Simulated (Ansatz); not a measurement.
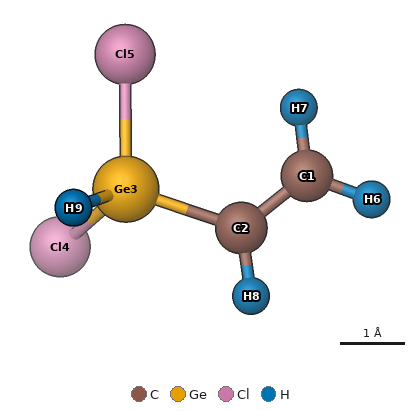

Fig. 1: The structure as given in the input (ball-and-stick view, seen at a tilt; atoms are numbered from 1 in the order of the input). Sticks mark near contacts.

## What a change does: single-point calculation on C2H4Cl2Ge

System: C2H4Cl2Ge, SMILES C=[CH][GeH]([Cl])[Cl].
Method of run A: RKS SPW92 (LDA)/def2-TZVPP (Ansatz 0.2.0).

The geometry comes from this level: PBE0-D4/def2-TZVP. Text and figures count atoms from 1; the logs count them from 0 in places.

## The input, run A
```yaml
crystal:
  periodic: [false, false, false]
  atoms:
    - {symbol: C, position_ang: [1.615235, -0.044807, -0.059890]}
    - {symbol: C, position_ang: [0.466787, -0.699743, 0.039154]}
    - {symbol: Ge, position_ang: [-1.231700, 0.191598, 0.176724]}
    - {symbol: Cl, position_ang: [-2.476371, -0.432005, -1.459688]}
    - {symbol: Cl, position_ang: [-0.916856, 2.307613, 0.001907]}
    - {symbol: H, position_ang: [2.561782, -0.571297, -0.138587]}
    - {symbol: H, position_ang: [1.657867, 1.039796, -0.070966]}
    - {symbol: H, position_ang: [0.448920, -1.786696, 0.038334]}
    - {symbol: H, position_ang: [-2.037263, -0.050958, 1.456012]}
basis:
  gaussian: {orbitals: def2-TZVPP}
hamiltonian: {xc: lda}
output: {orbitals: {seedname: orbitals}}
```

Launched with:
```bash
ansatz run in.yaml --threads 4 --pin off --events-out ev --progress --plain --max-ram 10444MiB
```

Hardware: 4 threads of Arm Neoverse V2, 23 GiB of memory available, shared host.

## Output (run A)
```
Functional definition: SPW92
  exchange = slater_x
  correlation = pw_c
1542 factors; their error is unknown
mean field evaluation 1: about -83508.5808 eV, gradient 7.1e1 eV
mean field evaluation 2: about -83468.6769 eV, gradient 1.4e2 eV
mean field evaluation 4: about -83518.8176 eV, gradient 1.3e1 eV
mean field evaluation 8: about -83519.1929 eV, gradient 1.8e-1 eV
mean field evaluation 16: about -83519.1557 eV, gradient 4.7e-4 eV
mean field -83519.15573869 eV, -3069.2723620800 hartree, gradient 3.5e-5 eV, S^2 0.000000; 0 other end points of the search recorded, 0 dependent functions left out
reference -83519.15577872 eV, -3069.2723635511 hartree; 41, 41 occupied and 209, 209 virtual orbitals, 1542 factors
Total energy: -83519.15577872 eV, -3069.2723635511 hartree
```

Run B used a changed input.

## The two runs side by side

| quantity | run A | run B |
| --- | --- | --- |
| outcome | converged | converged |
| total energy (hartree) | −3069.272364 | −3075.798133 |
| HOMO (eV) | −7.51 | −11.00 |
| LUMO (eV) | −2.37 | 1.07 |
| basis functions | 250 | 250 |
| wall time (shared host) | 1.3 s | 9 s |

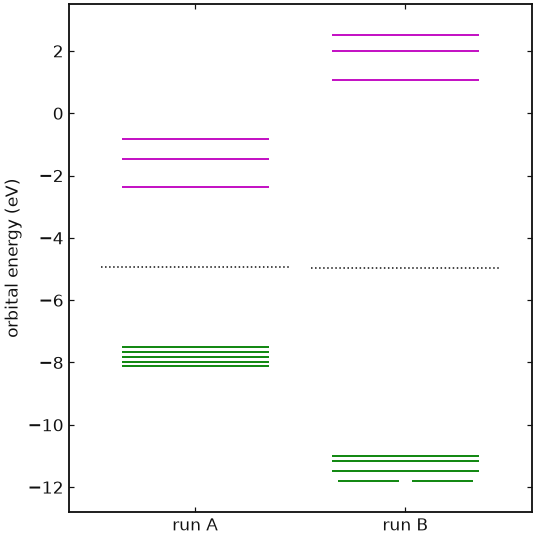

Fig. 2: The five highest filled and three lowest empty orbital energies of the two runs; the dotted lines part filled from empty levels. The HOMO–LUMO gap is 5.13 eV in run A and 12.07 eV in run B.

What was changed in the input?

The change (lines with − go, lines with + come):
```diff
-hamiltonian: {xc: lda}
+hamiltonian: {xc: {name: wB97X-V}}
```

The total energies belong to different methods, so their difference says nothing on which is more stable or more accurate. The HOMO goes from −7.51 to −11.00 eV. The LUMO goes from −2.37 to 1.07 eV.

## Output (run B)
```
Functional definition: wB97X-V
  parameter omega = 0.3/bohr
  parameter cx = 0.167
  parameter cx1 = 0.603
  parameter cx2 = 1.194
  parameter css0 = 0.556
  parameter css1 = -0.257
  parameter cos0 = 1.219
  parameter cos1 = -1.850
  parameter b = 6.0
  parameter c = 0.01
  exchange = spin_sum(e_x_unif_sr(omega)*poly(b97_u_x, 1 - cx, cx1, cx2)) + cx*exact_x_sr(omega) + exact_x_lr(omega)
  correlation = spin_sum(e_c_pw_same_spin*poly(b97_u_same, css0, css1))
      + integral(e_c_pw_opposite_spin*poly(b97_u_opposite, cos0, cos1)) + vv10(b, c)
1605 factors; their error is unknown
302 factors; integrals over basis functions are off by at most 2.7e-5 eV
mean field evaluation 1: about -83692.9874 eV, gradient 4.1e1 eV
mean field evaluation 2: about -83694.4410 eV, gradient 3.6e1 eV
mean field evaluation 4: about -83696.5128 eV, gradient 1.5e0 eV
mean field evaluation 8: about -83696.5241 eV, gradient 3.0e-2 eV
mean field evaluation 16: about -83696.7310 eV, gradient 5.2e-5 eV
mean field -83696.73100836 eV, -3075.7981328752 hartree, gradient 5.2e-5 eV, S^2 0.000000; 0 other end points of the search recorded, 0 dependent functions left out
reference -83696.73100642 eV, -3075.7981328040 hartree; 41, 41 occupied and 209, 209 virtual orbitals, 1605 factors
Total energy: -83696.73100642 eV, -3075.7981328040 hartree
```
